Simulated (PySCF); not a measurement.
**C4H9NOSi2: density, localisation and related maps**

| atom | x (Å) | y (Å) | z (Å) |
| --- | --- | --- | --- |
| C | -2.9227 | -0.6499 | 0.4535 |
| C | -2.4260 | -0.7435 | -0.7725 |
| Si | -0.6217 | -0.5172 | -1.2586 |
| C | 0.3855 | 0.2929 | 0.1758 |
| C | 0.3723 | -0.4964 | 1.3692 |
| N | 0.3602 | -1.1544 | 2.3069 |
| O | 1.6804 | 0.3940 | -0.3838 |
| Si | 2.9927 | 1.1482 | 0.2122 |
| H | -3.9696 | -0.8055 | 0.6653 |
| H | -2.3018 | -0.4230 | 1.3055 |
| H | -3.1052 | -0.9851 | -1.5810 |
| H | 0.0294 | -1.7924 | -1.5632 |
| H | -0.4901 | 0.4229 | -2.3759 |
| H | 0.0033 | 1.2910 | 0.4278 |
| H | 2.7021 | 2.5730 | 0.4086 |
| H | 3.8955 | 0.8780 | -0.8933 |
| H | 3.4086 | 0.5795 | 1.4936 |

Geometry: GFN2-xTB.

Level of theory: PySCF, PBE0/pcSseg-1, SCF density, gas phase, non-relativistic.

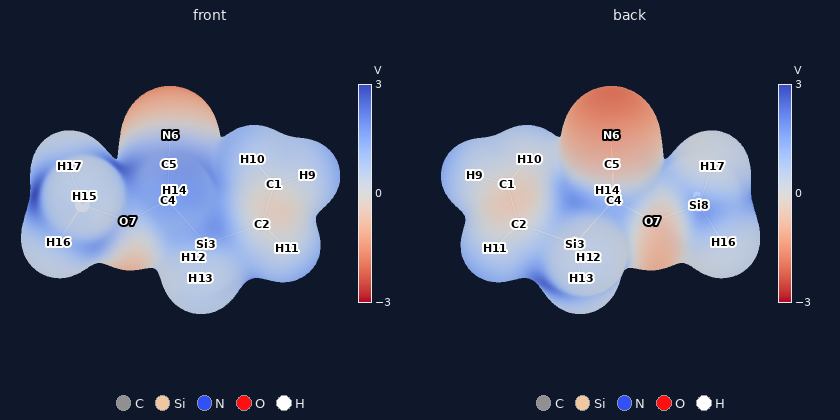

Figure 1. The electrostatic potential painted on the density surface at 0.004 e/bohr³, seen from the front and from behind; red is negative and blue positive.

> Where is the surface potential most negative and most positive?

The most negative region (about −1.9 V) lies over N6, the most positive (about +2.7 V) over Si8. N6 is the likeliest acceptor of a hydrogen bond.

> What dipole moment does the calculation give?

Its dipole moment is 3.01 D.

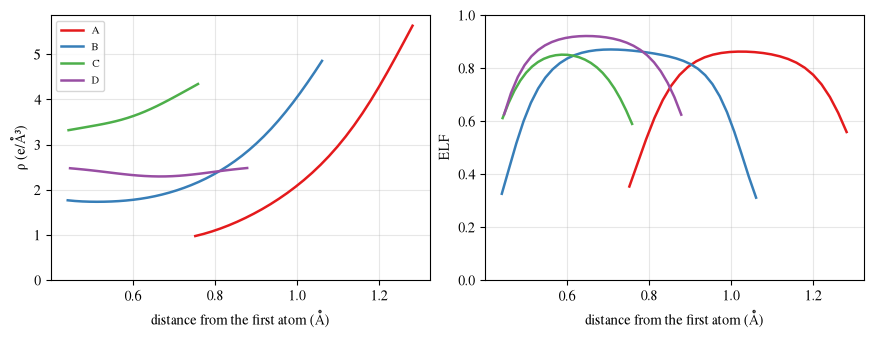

Figure 2. Electron density and electron localisation function along straight lines between neighbouring atoms. The curves leave out the atomic cores.

> Which curve belongs to which contact (C–C, C–N, C–O and Si–O)? The first atom named is at distance zero.

Curve A: Si–O (1.63 Å): ρ is about 1.1 e/Å³ halfway; the ELF peaks at about 0.85 between the atoms (a polar covalent bond). Curve B: C–O (1.41 Å): ρ at the midpoint is about 2 e/Å³, with its minimum of 1.7 e/Å³ about 0.5 Å from C; the ELF peaks at about 0.85 between the atoms, as expected for a polar covalent bond. Curve C: C–N (1.15 Å): ρ at the midpoint is about 3.6 e/Å³; the ELF peaks at about 0.85 between the atoms; a multiple bond. Curve D: C–C (1.33 Å): ρ is about 2.3 e/Å³ halfway; the ELF peaks at about 0.90 between the atoms (a multiple bond).
